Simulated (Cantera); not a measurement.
Feed: 1 mol SiH4, 0.33 mol C2H2, 6.3 mol H2, 0.12 mol CH4, equilibrated at 13300 Pa.

Cantera equilibrium calculation (NASA polynomials, part measured and part estimated; ideal gas, pure solids and liquids). Candidate condensed phases: C, C6H6, C7H8, C8H18, Si, SiC; 87 gas species. Mutual solubility and eutectic melting of coexisting phases are not modelled. Gases not in the tables: Si2H6 and higher silanes. Equilibrium is a limit: real reactors are often held back by kinetics, nucleation or transport.

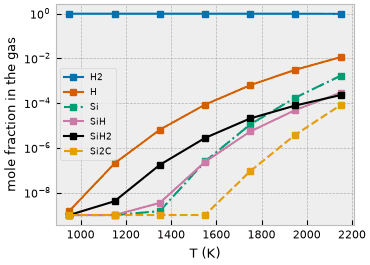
Figure: Equilibrium gas composition (values under 1e-9 drawn at 1e-9)

### Question
Read off the mole fractions at 1550 K.

### Answer
H2 about 1.00, H about 8.6e-5, SiH2 about 2.8e-6, Si about 2.5e-7, SiH about 2.4e-7.
